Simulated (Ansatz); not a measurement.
# Redistribution: SiH(CH3)F2 + SiH(SiH3)2F → SiH(CH3)(SiH3)F + SiH(SiH3)F2

Species: SiH(CH3)F2, singlet; SiH(SiH3)2F, singlet; SiH(CH3)(SiH3)F, singlet; SiH(SiH3)F2, singlet. The partners trade F for SiH3; both sit on Si, so the bond types are kept.

Shapes, held fixed at every level: PBE0-D4/def2-TZVP. Programs: Ansatz 0.2.0. The zero-point and thermal change to 298 K, harmonic and unscaled (PBE0-D4/def2-TZVP), is -0.2 kJ/mol.

| level | kind | ΔH(298 K) (kJ/mol) | less CCSD(T)/CBS estimate |
| --- | --- | --- | --- |
| HF/def2-TZVPP | Hartree–Fock | +16.6 | -1.5 |
| SPW92/def2-TZVPP | LDA | +18.3 | +0.2 |
| r2SCAN0-D4/def2-TZVPP | global hybrid | +19.8 | +1.7 |
| wB97M-V/def2-TZVPP | range-separated hybrid | +17.8 | -0.3 |
| B2PLYP/def2-TZVPP | double hybrid | +16.8 | -1.3 |
| MP2/def2-SVP | perturbation theory | +19.5 | +1.4 |
| MP2/def2-TZVPP | perturbation theory | +18.3 | +0.2 |
| CCSD(T)/CBS estimate | coupled cluster or CI | +18.1 | 0.0 |

The highest level, CCSD(T)/CBS estimate, gives ΔH(298 K) = +18.1 kJ/mol; the levels span +16.6 to +19.8. The column of differences is taken from that level and isn't an error. No measured value is set beside it here. The CBS estimate extrapolates MP2 from def2-TZVPP and def2-QZVPP and adds CCSD(T) − MP2 in the triple-zeta set, cores frozen.

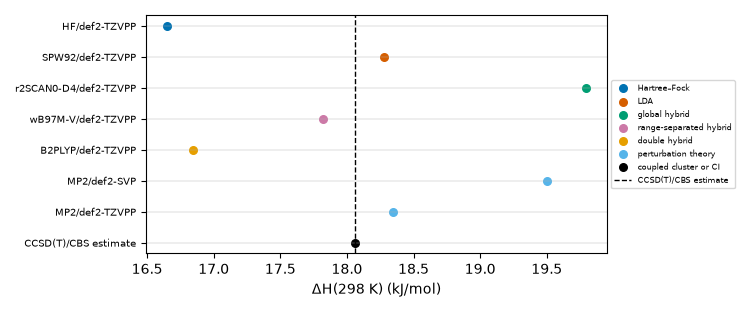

The values of the table, level by level.
